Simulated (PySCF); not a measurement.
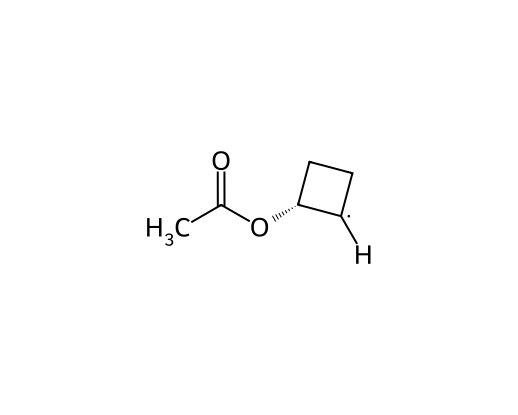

The species is neutral and a spin doublet. Computed geometry: GFN2-xTB optimisation. No frequency run is at hand to confirm it as a minimum. Level of theory: UKS B3LYP, pcH-1 on C H O, non-relativistic (PySCF 2.14.0).

Predict the main results.

The species is C₆H₉O₂ (`CC(=O)O[C@H]1[CH]CC1`).
- ⟨S²⟩ of the determinant: 0.754
- isotropic g value: 2.00252
